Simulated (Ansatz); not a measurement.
Run report: Si2H5OF (charge +1), geometry relaxation (part 2 of 2)

The same run, continued: Si2H5OF, charge +1, multiplicity 2; HF/STO-3G, UHF (Ansatz 0.2.0). The starting geometry was optimised with HF/STO-3G.

Geometry of the input (Å):
```
O  -0.3457  -0.6681  1.7849
Si -0.7694  -0.1672  0.2395
F  -1.7675  1.0991  0.4172
Si 1.1086  0.3593  -0.8891
H  -1.1710  -0.8902  2.2745
H  -1.5297  -1.1896  -0.4082
H  0.7822  0.8242  -2.1938
H  1.9361  -0.7904  -1.0212
H  1.8450  1.3764  -0.2208
```

```
mean field -20295.28646297 eV, -745.8380208750 hartree, gradient 1.6e-5 eV, S^2 0.756448; 1 other end points of the search recorded, 0 dependent functions left out
the calculation of the forces begins
reference -20295.28646297 eV, -745.8380208750 hartree; 25, 24 occupied and 8, 9 virtual orbitals, 447 factors
Total energy: -20295.28646297 eV, -745.8380208750 hartree
Atom 0 at    -0.454902    -0.881776     1.681276 Å, force     0.000148    -0.000177     0.001124 eV/Å
Atom 1 at    -0.837229    -0.171097    -0.028576 Å, force    -0.004906     0.005335     0.003429 eV/Å
Atom 2 at    -1.803709     0.972618     0.540241 Å, force     0.005343    -0.003394    -0.003562 eV/Å
Atom 3 at     1.181334     0.387180    -0.941052 Å, force    -0.002360    -0.004425     0.001573 eV/Å
Atom 4 at    -0.955779    -0.494886     2.472983 Å, force     0.000650     0.000508    -0.001005 eV/Å
Atom 5 at    -1.605879    -1.297942    -0.454666 Å, force     0.000161    -0.001344    -0.001237 eV/Å
Atom 6 at     0.877706     0.933437    -2.218277 Å, force     0.000219    -0.000269     0.000817 eV/Å
Atom 7 at     1.918141    -0.826845    -1.012479 Å, force     0.000248     0.003442    -0.001817 eV/Å
Atom 8 at     1.768817     1.332808    -0.056450 Å, force     0.000497     0.000324     0.000678 eV/Å
Dipole moment:    -0.071025    -0.350940     0.503064 e Å
```

### Trajectory as extended XYZ (Å, eV, eV/Å), 11 frames, from step=1 to step=11
```
9
Properties=species:S:1:pos:R:3:forces:R:3 step=1 energy=-20294.11129
O    -0.3457   -0.6681    1.7849    1.0287  -1.3037   3.2839
Si   -0.7694   -0.1672    0.2395   -0.4500   2.9487  -7.2594
F    -1.7675    1.0991    0.4172    0.1288  -0.4462   0.8977
Si    1.1086    0.3593   -0.8891    1.3349   0.2939  -0.5253
H    -1.1710   -0.8902    2.2745   -1.0857  -0.5992   2.0419
H    -1.5297   -1.1896   -0.4082   -0.0535  -0.6306   0.9590
H     0.7822    0.8242   -2.1938   -0.4549  -0.0669   0.1216
H     1.9361   -0.7904   -1.0212   -0.2243  -0.1766   0.2139
H     1.8450    1.3764   -0.2208   -0.2241  -0.0192   0.2666
9
Properties=species:S:1:pos:R:3:forces:R:3 step=2 energy=-20294.91514
O    -0.3594   -0.7381    1.6767   -0.8334  -1.0072   2.7782
Si   -0.7465   -0.0950    0.0794   -1.8471   1.0866  -2.3984
F    -1.8140    1.0775    0.4991    1.0340  -0.8095  -0.0233
Si    1.2356    0.3965   -0.9340   -0.5187  -0.0837  -0.3177
H    -1.1762   -0.8499    2.2934    0.9188   0.1276  -0.1472
H    -1.5900   -1.2286   -0.2985    0.7901   0.4824   0.1430
H     0.7123    0.8091   -2.2068    0.6248  -0.0198   0.2264
H     1.9578   -0.8414   -0.9583   -0.0976   0.3549  -0.0700
H     1.8690    1.4233   -0.1680   -0.0709  -0.1313  -0.1910
9
Properties=species:S:1:pos:R:3:forces:R:3 step=3 energy=-20295.14028
O    -0.4730   -0.8746    1.7501   -1.3445   0.1123   1.8066
Si   -0.7357   -0.1258    0.0756   -1.3840   0.6855  -0.6126
F    -1.7445    1.0631    0.5631    0.7991  -0.8587  -0.1766
Si    1.2174    0.4178   -0.9948    0.0536  -0.0691  -0.0796
H    -1.2639   -0.7697    2.4368    1.5734  -0.1334  -1.2386
H    -1.5493   -1.2576   -0.3086    0.3372   0.3300  -0.0537
H     0.8421    0.8601   -2.3096    0.0049  -0.1435   0.4343
H     1.9609   -0.8000   -1.0135   -0.0094   0.1698  -0.0135
H     1.8345    1.4402   -0.2161   -0.0301  -0.0930  -0.0662
9
Properties=species:S:1:pos:R:3:forces:R:3 step=4 energy=-20295.26273
O    -0.4094   -0.8416    1.6984   -0.1327  -0.0062   0.0268
Si   -0.8064   -0.1169   -0.0039   -0.3451  -0.3170   0.1123
F    -1.7759    1.0290    0.5506   -0.0059  -0.0001   0.0495
Si    1.1833    0.3905   -0.9421    0.3561   0.1476  -0.2095
H    -1.0857   -0.6789    2.4355    0.0652   0.0355   0.0667
H    -1.5768   -1.2572   -0.4066    0.0596   0.1223   0.0069
H     0.8373    0.8533   -2.2381    0.0482   0.0480  -0.1015
H     1.9299   -0.8188   -0.9712   -0.0185  -0.0208   0.0265
H     1.7922    1.3941   -0.1395   -0.0268  -0.0094   0.0224
9
Properties=species:S:1:pos:R:3:forces:R:3 step=5 energy=-20295.27954
O    -0.4501   -0.8752    1.7015    0.0713  -0.1095  -0.2389
Si   -0.8271   -0.1518   -0.0120    0.0967   0.0974  -0.0079
F    -1.7897    1.0004    0.5436   -0.0115  -0.0275   0.0429
Si    1.1875    0.3922   -0.9444   -0.0570  -0.0331   0.0105
H    -1.0057   -0.5905    2.4958   -0.1061   0.1131   0.0961
H    -1.5986   -1.2635   -0.4686   -0.0224  -0.0574   0.0848
H     0.8604    0.8830   -2.2367    0.0053   0.0193  -0.0409
H     1.9296   -0.8189   -0.9843    0.0229  -0.0159   0.0100
H     1.7823    1.3778   -0.1119    0.0008   0.0137   0.0434
9
Properties=species:S:1:pos:R:3:forces:R:3 step=6 energy=-20295.28281
O    -0.4614   -0.8976    1.6585    0.0338   0.0119   0.0946
Si   -0.8461   -0.1465   -0.0319   -0.0050  -0.0971   0.0789
F    -1.8089    0.9972    0.5417    0.0192  -0.0200   0.0009
Si    1.1811    0.3888   -0.9343   -0.0013   0.0370  -0.0776
H    -0.9316   -0.5439    2.4842   -0.0126   0.0201  -0.0739
H    -1.6103   -1.2774   -0.4554   -0.0337   0.0457  -0.0558
H     0.8799    0.8914   -2.2300    0.0232   0.0128   0.0032
H     1.9232   -0.8238   -0.9706   -0.0139   0.0004   0.0233
H     1.7625    1.3652   -0.0792   -0.0098  -0.0107   0.0066
9
Properties=species:S:1:pos:R:3:forces:R:3 step=7 energy=-20295.28547
O    -0.4557   -0.8932    1.6729    0.0224  -0.0285   0.0090
Si   -0.8381   -0.1549   -0.0249    0.0065  -0.0048  -0.0056
F    -1.7963    0.9921    0.5491   -0.0053  -0.0054   0.0182
Si    1.1819    0.3904   -0.9407   -0.0098  -0.0042  -0.0071
H    -0.9560   -0.5455    2.4826   -0.0169   0.0331  -0.0245
H    -1.6119   -1.2741   -0.4618   -0.0107   0.0043   0.0042
H     0.8789    0.8941   -2.2353    0.0045   0.0036  -0.0017
H     1.9237   -0.8220   -0.9738    0.0087   0.0032   0.0011
H     1.7620    1.3665   -0.0850    0.0007  -0.0013   0.0064
9
Properties=species:S:1:pos:R:3:forces:R:3 step=8 energy=-20295.28606
O    -0.4579   -0.8988    1.6714   -0.0123   0.0035   0.0654
Si   -0.8394   -0.1610   -0.0256    0.0024   0.0178  -0.0370
F    -1.7945    0.9858    0.5549   -0.0004  -0.0024   0.0118
Si    1.1808    0.3897   -0.9413   -0.0069  -0.0071   0.0138
H    -0.9483   -0.5274    2.4782    0.0201  -0.0072  -0.0652
H    -1.6184   -1.2754   -0.4654    0.0004  -0.0008   0.0069
H     0.8835    0.8987   -2.2355   -0.0068  -0.0044   0.0085
H     1.9258   -0.8209   -0.9744    0.0045   0.0021  -0.0044
H     1.7569    1.3628   -0.0793   -0.0010  -0.0015   0.0002
9
Properties=species:S:1:pos:R:3:forces:R:3 step=9 energy=-20295.28607
O    -0.4579   -0.8965    1.6712    0.0053  -0.0078   0.0139
Si   -0.8398   -0.1609   -0.0302    0.0165  -0.0238   0.0675
F    -1.7922    0.9820    0.5625   -0.0111   0.0120  -0.0236
Si    1.1824    0.3885   -0.9404   -0.0161   0.0055  -0.0113
H    -0.9528   -0.5208    2.4725    0.0074   0.0007  -0.0353
H    -1.6181   -1.2782   -0.4646   -0.0055   0.0117  -0.0095
H     0.8794    0.8992   -2.2322    0.0114   0.0044  -0.0059
H     1.9292   -0.8208   -0.9783   -0.0045  -0.0023   0.0011
H     1.7583    1.3610   -0.0775   -0.0036  -0.0004   0.0031
9
Properties=species:S:1:pos:R:3:forces:R:3 step=10 energy=-20295.28641
O    -0.4555   -0.8836    1.6809    0.0019  -0.0005   0.0030
Si   -0.8372   -0.1691   -0.0274   -0.0033   0.0022  -0.0003
F    -1.8034    0.9736    0.5435    0.0038  -0.0017  -0.0033
Si    1.1812    0.3881   -0.9410    0.0015   0.0134  -0.0043
H    -0.9582   -0.5001    2.4732    0.0011   0.0011  -0.0016
H    -1.6055   -1.2955   -0.4555   -0.0002   0.0027  -0.0005
H     0.8787    0.9284   -2.2212   -0.0042   0.0010   0.0080
H     1.9177   -0.8256   -1.0086    0.0091  -0.0133   0.0006
H     1.7707    1.3372   -0.0610   -0.0097  -0.0049  -0.0016
9
Properties=species:S:1:pos:R:3:forces:R:3 step=11 energy=-20295.28646
O    -0.4549   -0.8818    1.6813    0.0001  -0.0002   0.0011
Si   -0.8372   -0.1711   -0.0286   -0.0049   0.0053   0.0034
F    -1.8037    0.9726    0.5402    0.0053  -0.0034  -0.0036
Si    1.1813    0.3872   -0.9411   -0.0024  -0.0044   0.0016
H    -0.9558   -0.4949    2.4730    0.0006   0.0005  -0.0010
H    -1.6059   -1.2979   -0.4547    0.0002  -0.0013  -0.0012
H     0.8777    0.9334   -2.2183    0.0002  -0.0003   0.0008
H     1.9181   -0.8268   -1.0125    0.0002   0.0034  -0.0018
H     1.7688    1.3328   -0.0565    0.0005   0.0003   0.0007
```

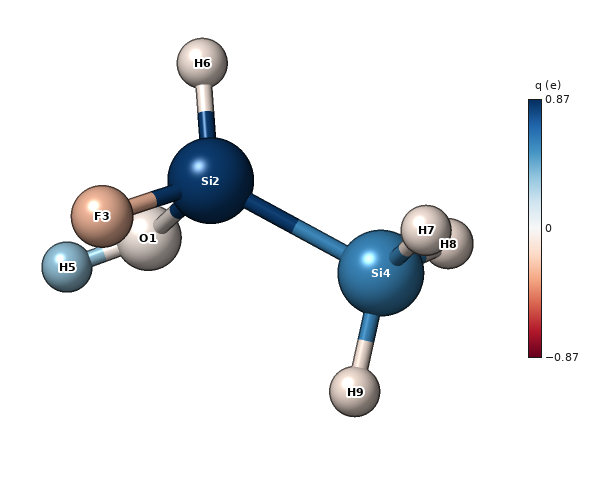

Mulliken charges, as the colour of each atom (ball-and-stick view, seen at a tilt; atoms are numbered from 1 in the order of the input; Mulliken charges depend strongly on the basis). By element: O −0.07, Si +0.56 to +0.83, F −0.28 and H −0.10 to +0.33 e.
